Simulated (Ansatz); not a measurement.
## Electronic structure of CH3Cu (SMILES [CH3][Cu]) in real space

```xyz
5

C    -0.4613   -2.7721    0.5239
Cu   -0.6729   -1.9917    2.2450
H     0.3932   -2.2955    0.0193
H    -0.2762   -3.8508    0.6422
H    -1.3821   -2.6085   -0.0570
```

Geometry: B3LYP-D3(BJ)/def2-SVP.

All numbers below come from isolated molecule in a Gaussian basis; Kohn-Sham density functional theory, functional PBE0 (Ansatz 0.2.0).

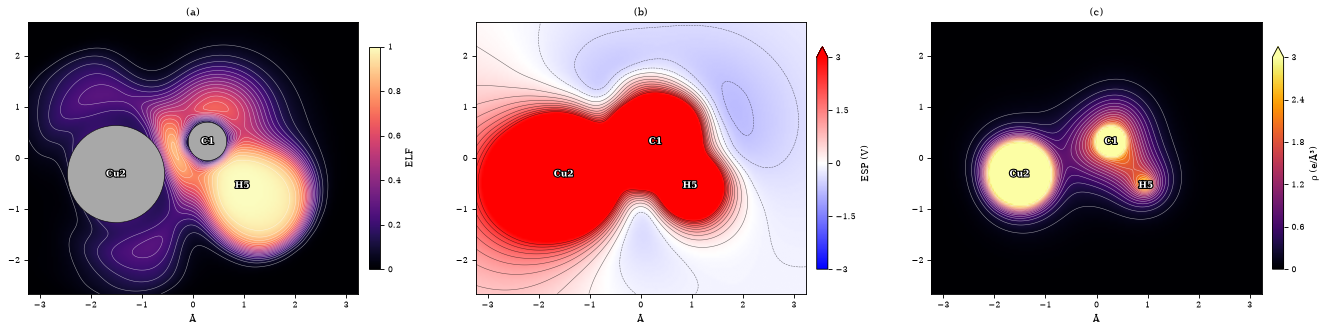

Figure 1. (a) electron localisation function; (b) molecular electrostatic potential; (c) total electron density on the plane of atoms Cu2, C1 and H5. Grey discs cover the atomic cores in the ELF map.

### Interpret the plot.

Atoms in the plane: C, Cu and H.
C–Cu (1.90 Å): the density is about 0.81 e/Å³ at the midpoint; the ELF peaks at about 0.85 in the valence shell of C, 0.7 Å from its nucleus, and is about 0.40 at the midpoint.
C–H (1.10 Å): ρ is about 1.9 e/Å³ halfway; the ELF climbs to about 1 towards the hydrogen, as it does in any bond to H: an ordinary covalent bond to hydrogen.
Outside the dense part of the molecule the potential is most negative (−0.8 V) near C1.

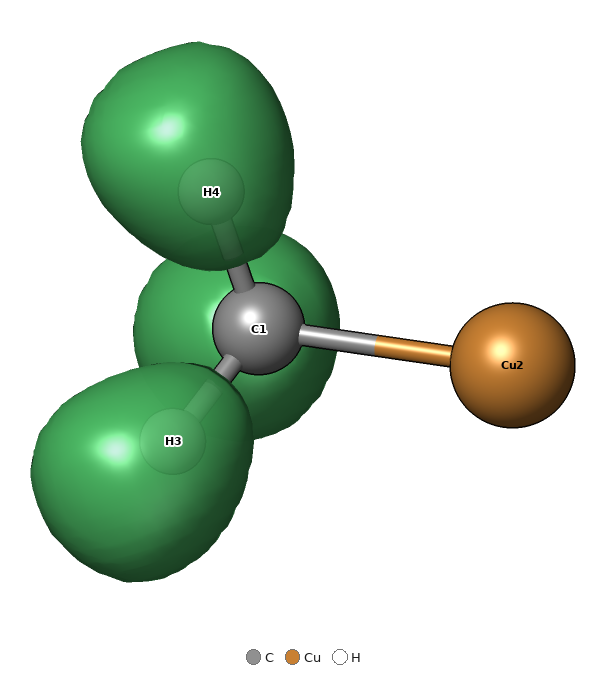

Figure 2. Isosurface of the ELF at 0.9 (green), seen at a tilt. Only the valence region is drawn (cores and ρ < 0.01 e/Å³ removed).

### Where are the electrons localised?

The ELF exceeds this value in three regions around hydrogen nuclei.

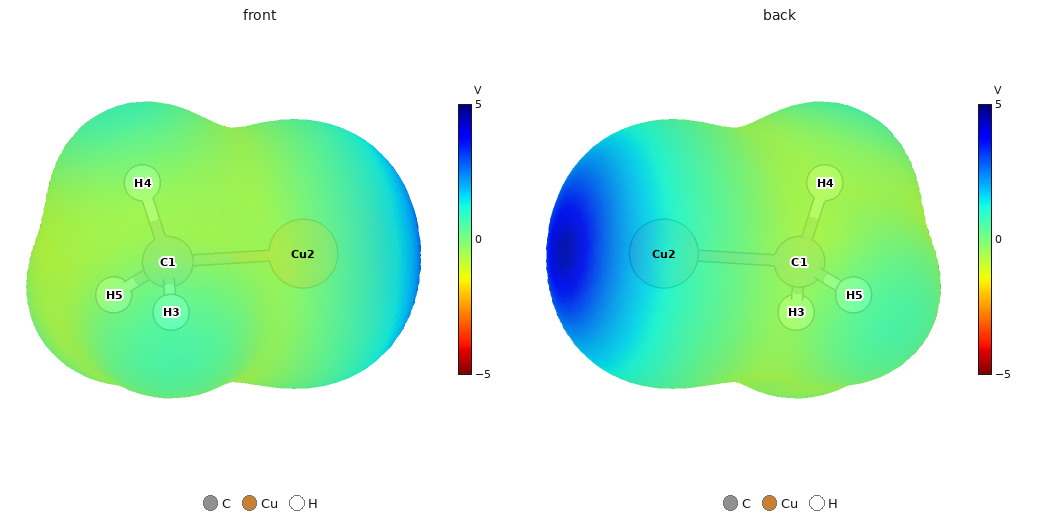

Figure 3. The molecular electrostatic potential painted on the density surface at 0.004 e/bohr³, seen from the front and from behind; the colour scale runs from red (negative) to blue (positive).

### Which sites attract a positive test charge, and which a negative one?

A positive charge is drawn to the negative regions and a negative charge to the positive ones. The most negative region (about −0.8 V) lies over C1, the most positive (about +4.4 V) over Cu2.
